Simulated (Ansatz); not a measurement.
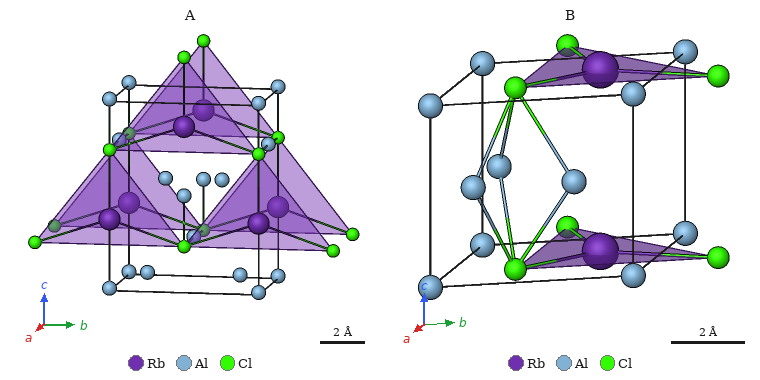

Two structures of RbAl$_{4}$Cl, each relaxed to rest (conventional cells in solid outline, small ones repeated, not to one scale). Method: Ansatz 0.2.0, DFT PBE, scalar-relativistic, plane waves, PAW, without spin polarisation.

### Characterise the two forms.

A: 12 atoms a cell on a base-centred orthorhombic lattice, Amm2. B: 6 atoms a cell on a primitive hexagonal lattice, P-6m2.

### Which form lies lower?

A is lower, by 113 meV/atom at this level of theory (energies at zero smearing). Volumes: A 25.8, B 24.7 Å³/atom.

One or both may be structure types tried for this composition rather than known phases.
